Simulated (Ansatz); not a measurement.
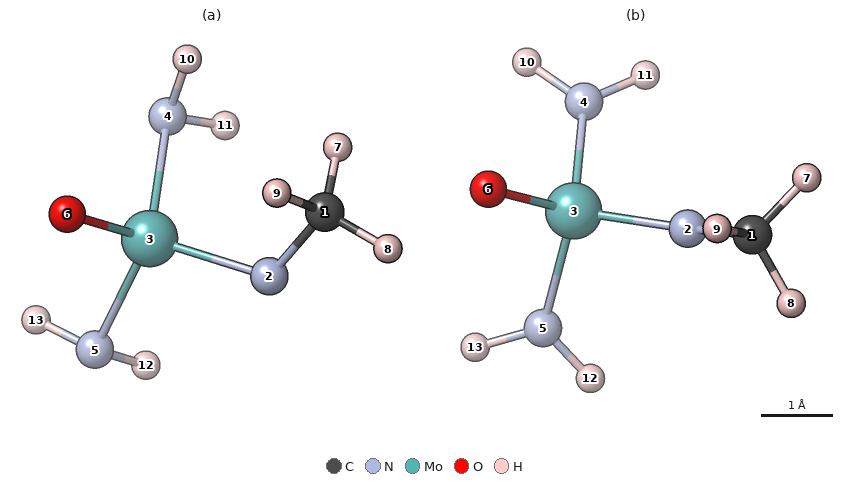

The structure of CH7MoN3O (coarse preliminary run) before (left) and after (right) a relaxation, at one scale.

The picture is a ball-and-stick view, seen from a free direction.

The start comes from a force field.

Theory: Ansatz 0.2.0, RKS PBE-D4/def2-SVP.

Input file:
```yaml
crystal:
  periodic: [false, false, false]
  atoms:
    - {symbol: C, position_ang: [-1.236300, -1.691900, -0.794000]}
    - {symbol: N, position_ang: [-0.320200, -0.653700, -1.169800]}
    - {symbol: Mo, position_ang: [-0.019800, 0.826200, -0.019000]}
    - {symbol: N, position_ang: [0.746400, 0.112300, 1.874500]}
    - {symbol: N, position_ang: [1.513000, 2.062700, -0.865400]}
    - {symbol: O, position_ang: [-1.517500, 1.794700, 0.212600]}
    - {symbol: H, position_ang: [-0.958600, -2.118900, 0.155400]}
    - {symbol: H, position_ang: [-1.298700, -2.401800, -1.607400]}
    - {symbol: H, position_ang: [-2.275000, -1.152700, -0.644500]}
    - {symbol: H, position_ang: [-0.130700, -0.412500, 2.322000]}
    - {symbol: H, position_ang: [1.402900, -0.607800, 1.703400]}
    - {symbol: H, position_ang: [2.345100, 1.461200, -1.046000]}
    - {symbol: H, position_ang: [1.769900, 2.747400, -0.107000]}
basis:
  gaussian: {orbitals: def2-SVP}
hamiltonian: {xc: pbe, dispersion: d4}
relax: {f_tol: 0.03, max_steps: 200}
```

Run as
```bash
ansatz run in.yaml --threads 4 --pin off --events-out ev --progress --plain --max-ram 11315MiB
```

Question: Describe what moved and what it gained.

Answer: The atom that moves furthest after the best rigid fit is H10 (1.61 Å). Largest moves by element: H 1.61 Å, N 0.70 Å, O 0.47 Å, Mo 0.42 Å, C 0.34 Å. Some distances before and after: Mo3–N4 2.164 → 1.955 Å, Mo3–N5 2.144 → 1.955 Å, N2–Mo3 1.899 → 1.756 Å, N4–H10 1.116 → 1.025 Å. Among the angles between lasting bonds that change: C1–N2–Mo3 120.4° → 151.5°, Mo3–N4–H10 103.2° → 123.1°, Mo3–N5–H12 107.8° → 125.9°. Groups turn about N2–Mo3 by about 65°, C1–N2 by about 55°. Over 13 geometry steps the energy falls by 236.1 kJ/mol. Largest force component: 4.6 eV/Å at the start, 0.028 eV/Å at the end. Cost: 30 s on 4 threads of Arm Neoverse V1, on a shared host.
